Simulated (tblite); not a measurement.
## Run report: C5H13AlO2, geometry relaxation (part 1 of 2)

System: C5H13AlO2.
Method: GFN2-xTB geometry optimisation, gas phase (tblite 0.8.0).

The run did not end well.

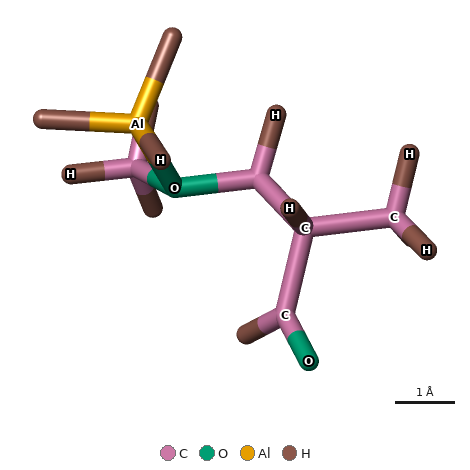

Fig. 1: The structure as given in the input (stick view, seen at an oblique angle). Sticks mark near contacts. Bond lengths as drawn: Al–H 1.59 to 1.60 Å, Al–O 1.89 Å, C–C 1.52 to 1.53 Å, C–H 1.08 to 1.13 Å and C–O 1.20 to 1.43 Å.

**Input file**
```
{"job": {"xc": "GFN2-xTB", "basis": "xTB", "kind": "relax"}, "charge": 0, "multiplicity": 1}
C      2.268400     1.327300     0.046000
C      1.237600     0.236700     0.368600
C      1.879500    -1.130200     0.203700
O      2.784300    -1.474100     0.918400
C     -0.018000     0.376700    -0.497100
O     -0.982300    -0.639100    -0.209700
C     -1.850000    -0.794400    -1.318900
Al    -2.007400    -0.184000     1.305500
H      1.808000     2.328800     0.195800
H      3.137700     1.251800     0.722400
H      2.599400     1.241600    -1.008600
H      0.951500     0.344800     1.446800
H      1.503900    -1.806900    -0.553900
H      0.334600     0.308000    -1.566600
H     -0.448800     1.411500    -0.391500
H     -1.289300    -1.160400    -2.190100
H     -2.609100    -1.581900    -1.107500
H     -2.371400     0.146600    -1.585800
H     -1.151800    -0.391300     2.634900
H     -2.484600     1.334200     1.205400
H     -3.301400    -1.128900     1.381600
```

The first line tells a small driver script what to run in tblite; the rest is the geometry in Å.

Machine: 1 CPU thread, shared host.

Run as:
```bash
OMP_NUM_THREADS=1 python <driver script> task.json out
```

**What the program printed**
```
step      E/eV     max force
  0    -721.57432    2.502
  1    -721.76735    1.869
  2    -721.90105    1.682
  3    -721.97803    0.484
  4    -722.02066    0.570
  5    -722.05151    0.277
  6    -722.06251    0.247
  7    -722.07238    0.277
  8    -722.07988    0.243
  9    -722.08714    0.215
 10    -722.09342    0.217
 11    -722.10018    0.219
 12    -722.10754    0.194
 13    -722.11461    0.192
 14    -722.11967    0.155
 15    -722.12240    0.090
 16    -722.12375    0.086
 17    -722.12498    0.102
 18    -722.12670    0.111
 19    -722.12891    0.111
 20    -722.13129    0.103
 21    -722.13352    0.105
 22    -722.13573    0.104
 23    -722.13813    0.126
 24    -722.14072    0.150
 25    -722.14351    0.149
 26    -722.14671    0.124
 27    -722.15060    0.142
 28    -722.15506    0.201
 29    -722.15924    0.195
 30    -722.16280    0.162
 31    -722.16614    0.142
 32    -722.16925    0.126
 33    -722.17228    0.144
 34    -722.17549    0.154
 35    -722.17874    0.165
 36    -722.18148    0.130
 37    -722.18323    0.088
 38    -722.18440    0.097
 39    -722.18551    0.092
 40    -722.18698    0.120
 41    -722.18871    0.084
 42    -722.18985    0.083
 43    -722.19067    0.068
 44    -722.19179    0.089
 45    -722.19290    0.100
 46    -722.19417    0.111
 47    -722.19561    0.107
 48    -722.19743    0.101
 49    -722.19952    0.127
 50    -722.20174    0.132
 51    -722.20423    0.123
 52    -722.20725    0.116
 53    -722.21037    0.123
 54    -722.21275    0.134
 55    -722.21132    0.562
 56    -722.21563    0.118
 57    -722.21711    0.094
 58    -722.22494    0.105
 59    -722.22735    0.379
 60    -722.23010    0.138
 61    -722.23226    0.122
 62    -722.23510    0.151
 63    -722.23730    0.163
 64    -722.23918    0.207
 65    -722.24172    0.112
 66    -722.24483    0.090
 67    -722.24750    0.124
 68    -722.24944    0.146
 69    -722.25134    0.107
 70    -722.25333    0.089
 71    -722.25496    0.081
 72    -722.25581    0.280
 73    -722.25685    0.089
 74    -722.25789    0.070
 75    -722.25961    0.105
 76    -722.26068    0.102
 77    -722.26214    0.109
 78    -722.26358    0.088
 79    -722.26516    0.077
 80    -722.26660    0.071
 81    -722.26801    0.080
 82    -722.26936    0.146
 83    -722.27071    0.194
 84    -722.27225    0.103
 85    -722.27404    0.076
 86    -722.27521    0.079
 87    -722.27767    0.093
 88    -722.28004    0.114
 89    -722.28328    0.114
 90    -722.28649    0.106
 91    -722.28902    0.252
 92    -722.29021    0.321
 93    -722.29304    0.104
 94    -722.29476    0.075
 95    -722.29670    0.080
 96    -722.29806    0.073
 97    -722.29951    0.085
 98    -722.30052    0.093
 99    -722.30179    0.067
100    -722.30271    0.074
101    -722.30401    0.103
102    -722.30514    0.091
103    -722.30607    0.115
104    -722.30676    0.063
105    -722.30743    0.054
106    -722.30821    0.058
107    -722.30905    0.053
108    -722.30967    0.048
109    -722.31011    0.045
110    -722.31051    0.060
111    -722.31102    0.067
112    -722.31177    0.068
113    -722.31275    0.076
114    -722.31378    0.056
115    -722.31469    0.063
116    -722.31555    0.072
117    -722.31658    0.088
118    -722.31796    0.107
119    -722.31947    0.083
120    -722.32090    0.084
121    -722.32226    0.098
122    -722.32394    0.100
123    -722.32571    0.086
124    -722.32731    0.079
125    -722.32857    0.087
126    -722.32958    0.099
127    -722.33042    0.081
128    -722.33088    0.120
129    -722.33159    0.043
130    -722.33200    0.069
131    -722.33237    0.057
132    -722.33261    0.035
133    -722.33261    0.035
134    -722.33271    0.030
135    -722.33281    0.038
136    -722.33287    0.022
137    -722.33304    0.056
138    -722.33318    0.062
139    -722.33338    0.041
140    -722.33367    0.044
141    -722.33402    0.059
142    -722.33436    0.056
143    -722.33462    0.036
144    -722.33486    0.035
145    -722.33511    0.047
146    -722.33535    0.042
147    -722.33554    0.042
148    -722.33571    0.029
149    -722.33592    0.047
150    -722.33617    0.052
151    -722.33645    0.055
152    -722.33675    0.056
153    -722.33704    0.040
154    -722.33731    0.050
155    -722.33757    0.042
156    -722.33781    0.052
157    -722.33802    0.038
158    -722.33817    0.037
159    -722.33827    0.025
160    -722.33836    0.031
161    -722.33847    0.034
162    -722.33858    0.036
163    -722.33867    0.026
164    -722.33873    0.022
165    -722.33878    0.027
166    -722.33884    0.025
167    -722.33890    0.024
168    -722.33895    0.017
169    -722.33901    0.018
170    -722.33908    0.027
171    -722.33917    0.035
172    -722.33924    0.028
173    -722.33929    0.016
174    -722.33933    0.016
175    -722.33937    0.017
176    -722.33940    0.016
177    -722.33943    0.015
178    -722.33946    0.014
179    -722.33950    0.017
180    -722.33955    0.024
181    -722.33960    0.017
182    -722.33965    0.016
183    -722.33968    0.013
184    -722.33972    0.013
185    -722.33975    0.015
186    -722.33978    0.014
187    -722.33980    0.013
188    -722.33984    0.012
189    -722.33987    0.011
190    -722.33990    0.012
191    -722.33993    0.012
192    -722.33996    0.011
193    -722.33999    0.013
194    -722.34002    0.013
195    -722.34005    0.013
196    -722.34007    0.011
197    -722.34010    0.012
198    -722.34013    0.013
199    -722.34017    0.012
200    -722.34020    0.012
201    -722.34024    0.015
202    -722.34027    0.015
203    -722.34030    0.024
204    -722.34033    0.014
205    -722.34035    0.013
206    -722.34037    0.012
207    -722.34039    0.012
208    -722.34040    0.011
209    -722.34042    0.010
210    -722.34043    0.012
211    -722.34044    0.008
212    -722.34045    0.008
213    -722.34045    0.006
214    -722.34046    0.008
215    -722.34047    0.009
216    -722.34048    0.008
217    -722.34049    0.010
218    -722.34051    0.009
219    -722.34053    0.009
220    -722.34055    0.009
221    -722.34056    0.009
222    -722.34058    0.008
223    -722.34059    0.008
224    -722.34060    0.011
225    -722.34061    0.010
226    -722.34063    0.012
227    -722.34066    0.013
228    -722.34070    0.016
229    -722.34076    0.019
230    -722.34085    0.023
231    -722.34098    0.030
232    -722.34116    0.045
233    -722.34140    0.064
234    -722.34172    0.062
235    -722.34210    0.043
236    -722.34177    0.101
237    -722.34252    0.045
238    -722.34269    0.049
239    -722.34327    0.086
240    -722.34361    0.101
241    -722.34392    0.051
242    -722.34434    0.086
243    -722.34513    0.083
244    -722.34656    0.105
245    -722.34601    0.294
246    -722.34815    0.216
247    -722.34420    0.375
248    -722.34898    0.107
249    -722.34951    0.099
250    -722.35007    0.060
251    -722.35147    0.055
252    -722.35333    0.099
253    -722.35516    0.174
254    -722.35677    0.163
255    -722.35830    0.187
256    -722.35953    0.151
257    -722.36087    0.190
258    -722.36197    0.084
259    -722.36323    0.079
260    -722.36439    0.110
261    -722.36590    0.151
262    -722.36677    0.090
263    -722.36780    0.156
264    -722.36908    0.075
265    -722.37042    0.143
266    -722.37173    0.075
267    -722.37266    0.071
268    -722.37367    0.060
269    -722.37433    0.086
270    -722.37486    0.052
271    -722.37530    0.119
272    -722.37578    0.067
273    -722.37627    0.087
274    -722.37679    0.097
275    -722.37715    0.095
276    -722.37757    0.087
277    -722.37793    0.072
278    -722.37830    0.050
279    -722.37868    0.059
280    -722.37911    0.056
281    -722.37945    0.092
282    -722.37987    0.046
283    -722.38018    0.043
284    -722.38049    0.028
285    -722.38068    0.033
286    -722.38087    0.036
287    -722.38099    0.035
288    -722.38115    0.033
289    -722.38132    0.030
290    -722.38146    0.027
291    -722.38156    0.025
292    -722.38164    0.024
293    -722.38173    0.030
294    -722.38187    0.038
295    -722.38204    0.040
296    -722.38222    0.049
297    -722.38245    0.035
298    -722.38273    0.032
299    -722.38310    0.037
300    -722.38339    0.042
301    -722.38364    0.033
302    -722.38382    0.030
303    -722.38396    0.033
304    -722.38409    0.024
305    -722.38420    0.061
306    -722.38429    0.022
307    -722.38436    0.017
308    -722.38442    0.015
309    -722.38447    0.017
310    -722.38454    0.024
311    -722.38461    0.026
312    -722.38468    0.019
313    -722.38473    0.014
314    -722.38477    0.014
315    -722.38481    0.015
316    -722.38485    0.013
317    -722.38489    0.013
318    -722.38492    0.011
319    -722.38495    0.013
320    -722.38498    0.015
321    -722.38502    0.014
322    -722.38508    0.018
323    -722.38515    0.026
324    -722.38523    0.028
325    -722.38531    0.029
326    -722.38537    0.019
327    -722.38543    0.013
328    -722.38547    0.017
329    -722.38551    0.023
330    -722.38554    0.019
331    -722.38557    0.011
332    -722.38560    0.012
333    -722.38563    0.013
334    -722.38566    0.016
335    -722.38568    0.014
336    -722.38571    0.013
337    -722.38574    0.013
338    -722.38577    0.012
339    -722.38579    0.010
340    -722.38581    0.011
341    -722.38583    0.012
342    -722.38585    0.011
343    -722.38587    0.012
344    -722.38589    0.010
345    -722.38591    0.010
346    -722.38593    0.011
347    -722.38595    0.016
348    -722.38598    0.016
349    -722.38601    0.012
350    -722.38603    0.010
351    -722.38605    0.008
352    -722.38606    0.009
353    -722.38607    0.010
354    -722.38609    0.009
355    -722.38610    0.008
356    -722.38611    0.008
357    -722.38612    0.009
358    -722.38613    0.009
359    -722.38614    0.007
360    -722.38615    0.008
361    -722.38616    0.009
362    -722.38617    0.010
363    -722.38619    0.010
364    -722.38621    0.010
365    -722.38623    0.009
366    -722.38624    0.010
367    -722.38625    0.009
368    -722.38626    0.008
369    -722.38627    0.009
370    -722.38628    0.007
371    -722.38629    0.007
372    -722.38629    0.006
373    -722.38630    0.006
374    -722.38630    0.005
375    -722.38631    0.007
376    -722.38632    0.008
377    -722.38633    0.007
378    -722.38634    0.009
379    -722.38635    0.009
380    -722.38637    0.009
381    -722.38639    0.009
382    -722.38641    0.011
383    -722.38643    0.013
384    -722.38645    0.013
385    -722.38647    0.014
386    -722.38649    0.011
387    -722.38653    0.010
388    -722.38656    0.011
389    -722.38659    0.017
390    -722.38663    0.017
391    -722.38668    0.038
392    -722.38675    0.031
393    -722.38676    0.125
394    -722.38696    0.025
395    -722.38714    0.022
396    -722.38122    0.907
397    -722.38740    0.054
398    -722.38756    0.050
399    -722.38395    0.459
400    -722.38797    0.088
401    -722.38827    0.179
402    -722.38876    0.337
403    -722.38981    0.168
404    -722.39124    0.179
405    -722.39275    0.073
406    -722.39210    0.384
407    -722.39486    0.081
408    -722.39583    0.074
409    -722.38940    0.755
410    -722.39756    0.080
411    -722.39847    0.091
412    -722.39664    0.664
413    -722.40148    0.131
414    -722.40286    0.134
415    -722.40268    0.697
416    -722.40749    0.107
417    -722.40950    0.121
418    -722.41313    0.425
419    -722.41703    0.115
420    -722.41943    0.107
421    -722.42175    0.360
422    -722.42581    0.128
423    -722.42773    0.083
424    -722.43081    0.209
425    -722.43273    0.075
426    -722.43395    0.076
427    -722.43546    0.071
428    -722.43637    0.071
429    -722.43757    0.116
430    -722.43955    0.184
431    -722.44082    0.158
432    -722.44238    0.131
433    -722.44331    0.101
434    -722.44413    0.088
435    -722.44497    0.075
436    -722.44600    0.065
437    -722.44714    0.113
438    -722.44839    0.078
439    -722.44963    0.172
440    -722.45092    0.106
441    -722.45233    0.137
442    -722.45373    0.076
443    -722.45471    0.059
444    -722.45558    0.098
445    -722.45634    0.053
446    -722.45726    0.058
447    -722.45798    0.062
448    -722.45844    0.046
449    -722.45888    0.048
450    -722.45923    0.040
451    -722.45953    0.040
452    -722.45980    0.065
453    -722.46004    0.032
454    -722.46029    0.027
455    -722.46055    0.022
456    -722.46069    0.025
457    -722.46081    0.029
458    -722.46092    0.027
459    -722.46104    0.029
460    -722.46117    0.024
461    -722.46127    0.019
462    -722.46137    0.021
463    -722.46147    0.021
464    -722.46156    0.022
465    -722.46163    0.022
466    -722.46169    0.015
467    -722.46175    0.017
468    -722.46182    0.017
469    -722.46189    0.020
470    -722.46197    0.021
471    -722.46205    0.017
472    -722.46213    0.018
473    -722.46220    0.023
474    -722.46226    0.024
475    -722.46232    0.019
476    -722.46239    0.018
477    -722.46246    0.023
478    -722.46253    0.022
479    -722.46259    0.020
480    -722.46265    0.019
481    -722.46271    0.018
482    -722.46277    0.021
483    -722.46283    0.017
484    -722.46288    0.014
485    -722.46293    0.015
486    -722.46299    0.020
487    -722.46307    0.022
488    -722.46315    0.017
489    -722.46321    0.014
490    -722.46326    0.017
491    -722.46330    0.023
492    -722.46336    0.024
493    -722.46344    0.020
494    -722.46352    0.019
495    -722.46357    0.016
496    -722.46361    0.018
497    -722.46365    0.019
498    -722.46369    0.016
499    -722.46372    0.012
500    -722.46375    0.015
501    -722.46378    0.016
502    -722.46381    0.013
503    -722.46383    0.014
504    -722.46385    0.010
505    -722.46386    0.006
506    -722.46386    0.006
507    -722.46387    0.008
508    -722.46389    0.011
509    -722.46391    0.015
510    -722.46394    0.016
511    -722.46397    0.015
512    -722.46399    0.011
513    -722.46402    0.011
514    -722.46405    0.012
515    -722.46408    0.012
516    -722.46411    0.014
517    -722.46414    0.012
518    -722.46416    0.009
519    -722.46417    0.009
520    -722.46419    0.009
521    -722.46421    0.008
522    -722.46422    0.007
523    -722.46423    0.008
524    -722.46424    0.007
525    -722.46425    0.009
526    -722.46426    0.010
527    -722.46427    0.008
528    -722.46428    0.006
529    -722.46429    0.008
530    -722.46430    0.008
531    -722.46432    0.009
532    -722.46433    0.008
533    -722.46434    0.008
534    -722.46435    0.007
535    -722.46436    0.006
536    -722.46437    0.008
537    -722.46438    0.008
538    -722.46439    0.009
539    -722.46441    0.009
540    -722.46443    0.010
541    -722.46446    0.012
542    -722.46449    0.013
543    -722.46452    0.013
544    -722.46455    0.016
545    -722.46458    0.011
546    -722.46460    0.014
547    -722.46462    0.011
548    -722.46463    0.009
549    -722.46465    0.012
550    -722.46466    0.012
551    -722.46467    0.008
552    -722.46468    0.006
553    -722.46469    0.006
554    -722.46470    0.006
555    -722.46472    0.008
556    -722.46473    0.006
557    -722.46473    0.005
558    -722.46473    0.015
559    -722.46474    0.006
560    -722.46475    0.007
561    -722.46476    0.009
562    -722.46477    0.007
563    -722.46478    0.009
564    -722.46479    0.010
565    -722.46480    0.008
566    -722.46482    0.010
567    -722.46483    0.012
568    -722.46484    0.012
569    -722.46486    0.013
570    -722.46490    0.032
571    -722.46493    0.027
572    -722.46500    0.037
573    -722.46511    0.029
574    -722.46522    0.052
575    -722.46506    0.084
576    -722.46546    0.029
577    -722.46553    0.019
578    -722.46565    0.026
579    -722.46562    0.084
580    -722.46600    0.024
581    -722.46613    0.024
582    -722.46629    0.047
583    -722.46651    0.030
584    -722.46660    0.027
585    -722.46699    0.037
586    -722.46714    0.039
587    -722.46745    0.040
588    -722.46768    0.045
589    -722.46804    0.041
590    -722.46855    0.053
591    -722.46895    0.144
592    -722.46925    0.064
593    -722.46978    0.046
594    -722.47015    0.055
595    -722.47061    0.046
596    -722.47098    0.045
597    -722.47136    0.048
598    -722.47181    0.048
599    -722.47224    0.056
600    -722.47258    0.050
601    -722.47292    0.049
602    -722.47330    0.046
603    -722.47370    0.042
604    -722.47404    0.042
605    -722.47437    0.048
606    -722.47471    0.043
607    -722.47529    0.047
608    -722.47583    0.058
609    -722.47637    0.060
610    -722.47674    0.042
611    -722.47698    0.027
612    -722.47712    0.027
613    -722.47725    0.029
614    -722.47737    0.021
615    -722.47746    0.023
616    -722.47754    0.033
617    -722.47768    0.039
618    -722.47783    0.039
619    -722.47798    0.031
620    -722.47810    0.026
621    -722.47818    0.021
622    -722.47826    0.021
623    -722.47833    0.016
624    -722.47840    0.019
625    -722.47846    0.019
626    -722.47854    0.021
627    -722.47862    0.023
628    -722.47869    0.033
629    -722.47876    0.020
630    -722.47884    0.020
631    -722.47899    0.023
632    -722.47909    0.027
633    -722.47924    0.028
```

**Trajectory as extended XYZ (Å, eV, eV/Å), 12 frames, from step=0 to step=633**
```
21
Properties=species:S:1:pos:R:3:forces:R:3 step=0 energy=-721.57432
C     2.2684    1.3273    0.0460    0.0020   0.5390  -0.1180
C     1.2376    0.2367    0.3686   -0.4410  -0.0620   0.4710
C     1.8795   -1.1302    0.2037    0.6830   0.4330   1.2770
O     2.7843   -1.4741    0.9184   -0.1380  -0.0730  -0.3290
C    -0.0180    0.3767   -0.4971    0.7830   0.7390  -0.7790
O    -0.9823   -0.6391   -0.2097    0.1040   0.6940  -0.5910
C    -1.8500   -0.7944   -1.3189   -0.6820  -0.6390  -0.5310
Al   -2.0074   -0.1840    1.3055   -1.2490   0.1250   2.1640
H     1.8080    2.3288    0.1958    0.3350  -0.6590  -0.1460
H     3.1377    1.2518    0.7224   -0.4510  -0.0760  -0.4500
H     2.5994    1.2416   -1.0086   -0.0940   0.0910   0.6460
H     0.9515    0.3448    1.4468    0.0930  -0.1860  -0.5870
H     1.5039   -1.8069   -0.5539   -0.3800  -0.1450  -0.5420
H     0.3346    0.3080   -1.5666   -0.4780  -0.1980   0.6090
H    -0.4488    1.4115   -0.3915    0.0880  -0.7550   0.1430
H    -1.2893   -1.1604   -2.1901    0.1050   0.1780   0.0460
H    -2.6091   -1.5819   -1.1075    0.3690   0.5890   0.2630
H    -2.3714    0.1466   -1.5858    0.1950  -0.3730   0.2070
H    -1.1518   -0.3913    2.6349    0.3770  -0.0720  -0.5650
H    -2.4846    1.3342    1.2054    0.3630  -0.0700  -0.5960
H    -3.3014   -1.1289    1.3816    0.4170  -0.0800  -0.5940
```
